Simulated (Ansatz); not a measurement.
# GaH₂O₂···CH₄ (doublet): what the fields show

Input file:

```
crystal:
  periodic: [false, false, false]
  atoms:
    - { symbol: Ga, position_ang: [0.0, 0.0, 0.0] }
    - { symbol: H, position_ang: [0.0, 0.0, 1.82] }
    - { symbol: O, position_ang: [1.5501, 0.0, -0.895] }
    - { symbol: H, position_ang: [1.85, -0.9519, -1.0499] }
    - { symbol: O, position_ang: [-1.5501, 0.0, -0.895] }
    - { symbol: H, position_ang: [-2.0598, -0.8467, -0.6865] }
    - { symbol: C, position_ang: [0.0, 0.0, 3.23] }
    - { symbol: H, position_ang: [-0.5653, -0.8805, 3.6005] }
    - { symbol: H, position_ang: [1.0452, -0.0494, 3.6005] }
    - { symbol: H, position_ang: [-0.4798, 0.9298, 3.6005] }
magnetization:
  spin_polarized: true
  initial_magnetization: 1
basis:
  gaussian: { orbitals: def2-SVP }
hamiltonian:
  xc: pbe
relax:
  f_tol: 0.15
  max_steps: 25
  restrain:
    - { distance: [1, 6], at: 1.11, k: 30.0 }
    - { distance: [0, 1], at: 2.77, k: 30.0 }
output:
  orbitals: {}
```

Command:

```sh
ansatz run input.yaml --threads 4 --pin off --max-ram 5120MiB --backend cpu --events-out ev --progress --plain --runs-dir out
```

The fields are those of the run's last geometry, not of the input's.

All numbers below come from Ansatz, UKS PBE/def2-SVP.

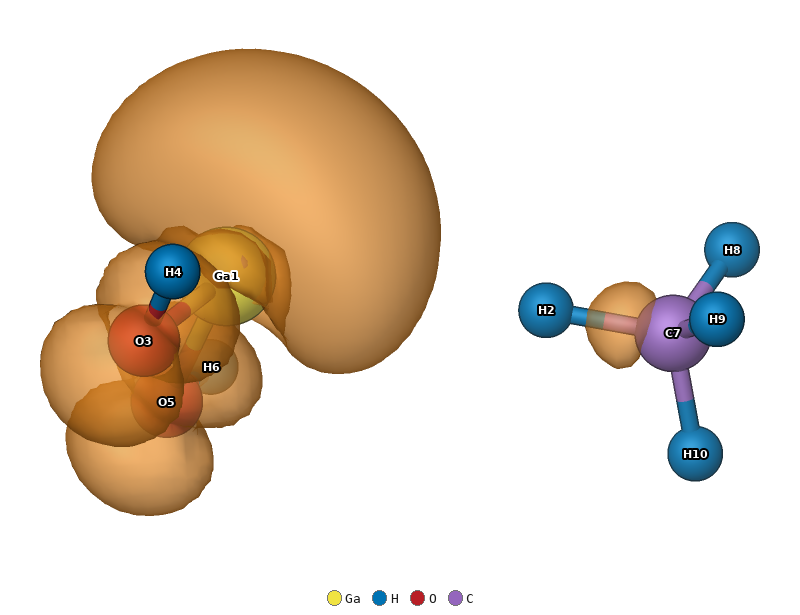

Figure 1. Isosurfaces of the spin density at +0.015 (orange) and −0.015 e/Å³ (purple), seen from one side.

### Where is the unpaired spin?

The unpaired spin (1 electron) lies mostly on Ga1 (about 0.6), O5 (about 0.2) and O3 (about 0.2), in electrons by Hirshfeld's partition.

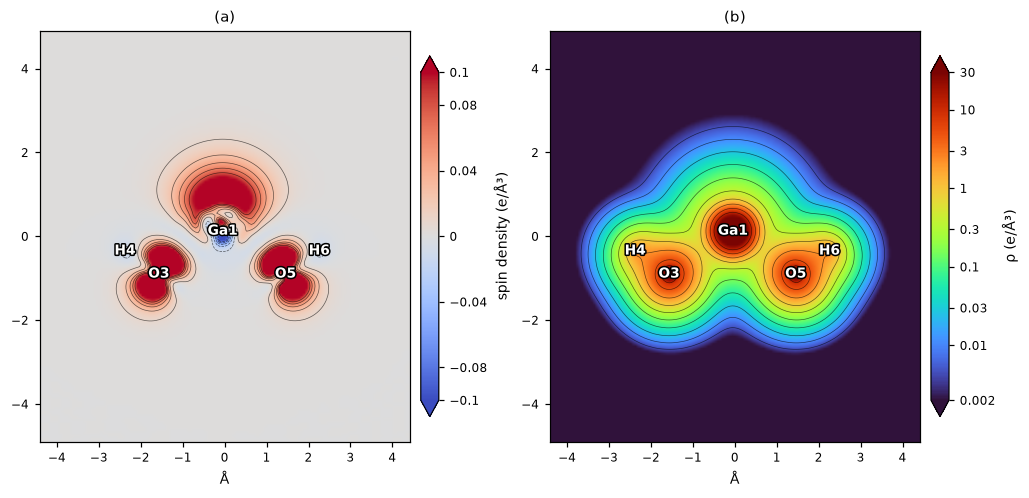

Figure 2. (a) spin density; (b) electron density on the plane of atoms Ga1, O3 and H4.

### What does the map show?

- The plane passes through Ga, O and H nuclei.
- Ga–O (1.83 Å): ρ at the midpoint is about 0.79 e/Å³.
- O–H (0.97 Å): ρ at the midpoint is about 3.5 e/Å³.

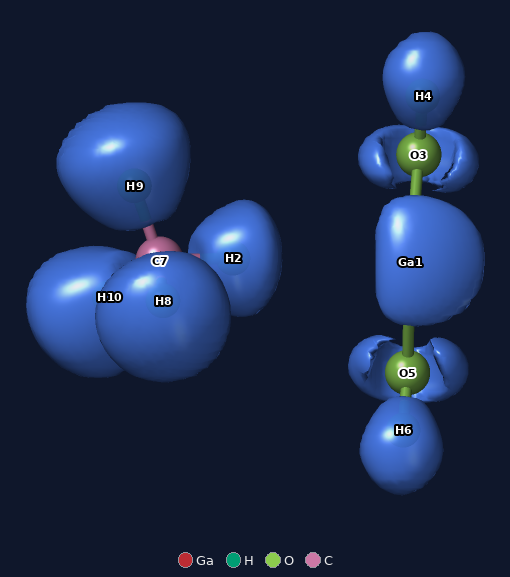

Figure 3. Isosurface of the ELF at 0.85 (blue), seen at an oblique angle. Core shells and regions of very low density are left out.

### Identify the bonds, lone pairs and shells in this picture.

At this value the surface marks out six regions around hydrogen nuclei, one lobe on Ga, pointing away from the bonds (non-bonding electrons) and two lobes on O, pointing away from the bonds (non-bonding electrons, which may merge into one lobe).


Ga1···H2 (2.77 Å): the ELF dips to about 0.10 between them. Ga–O (1.83 Å): the ELF peaks at about 0.85 in the valence shell of O, 0.6 Å from its nucleus, and is about 0.20 at the midpoint.
